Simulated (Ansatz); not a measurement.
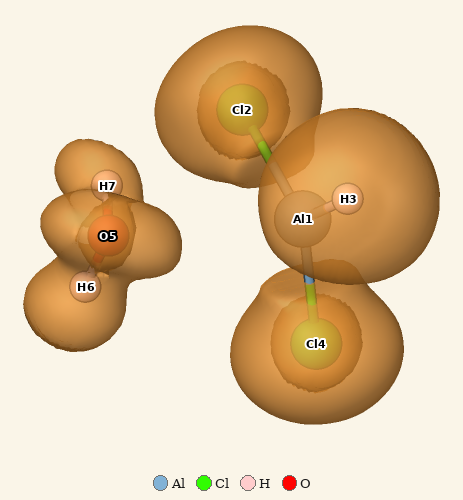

AlCl2H···H2O. Isosurface of the ELF at 0.75 (orange), seen across its widest extent. Core shells and regions of very low density are left out.

Not at a stationary point (largest force 1.2 eV/Å).

The calculation used RKS B3LYP/def2-SVP in Ansatz 0.2.0.

Input

```
crystal:
  periodic: [false, false, false]
  atoms:
    - { symbol: Al, position_ang: [0.0, 0.0, 0.0] }
    - { symbol: Cl, position_ang: [0.0, 0.0, 2.58] }
    - { symbol: H, position_ang: [1.351, 0.0, -0.78] }
    - { symbol: Cl, position_ang: [-1.9312, 0.0, -1.115] }
    - { symbol: O, position_ang: [-0.2664, -1.9558, 0.6559] }
    - { symbol: H, position_ang: [-0.6698, -2.5085, -0.087] }
    - { symbol: H, position_ang: [-0.1904, -1.3982, 1.8287] }
basis:
  gaussian: { orbitals: def2-SVP }
hamiltonian:
  xc: b3lyp
relax:
  f_tol: 0.15
  max_steps: 25
  restrain:
    - { distance: [0, 4], at: 2.98, k: 30.0 }
    - { distance: [6, 1], at: 2.57, k: 30.0 }
    - { distance: [0, 1], at: 2.23, k: 30.0 }
    - { distance: [6, 4], at: 1.01, k: 30.0 }
output:
  orbitals: {}
```

Launched as:

```sh
ansatz run input.yaml --threads 1 --pin off --max-ram 2048MiB --backend cpu --events-out ev --progress --plain --runs-dir out
```

The fields are those of the run's last geometry, not of the input's.

Q: Identify the bonds, lone pairs and shells in this picture.

A: The ELF exceeds this value in one region around a hydrogen nucleus, two regions on Cl in which the atom's valence shell and bonds are merged and one joined region spread over several atoms (H, O), in which their bonds and any lone pairs are merged. Profiles from the grid: Al1···O5 (2.96 Å): the ELF is about 0.15 at the midpoint. Al–Cl (2.10 Å): the ELF peaks at about 0.90 in the valence shell of Cl, 0.9 Å from its nucleus, and is about 0.80 at the midpoint.
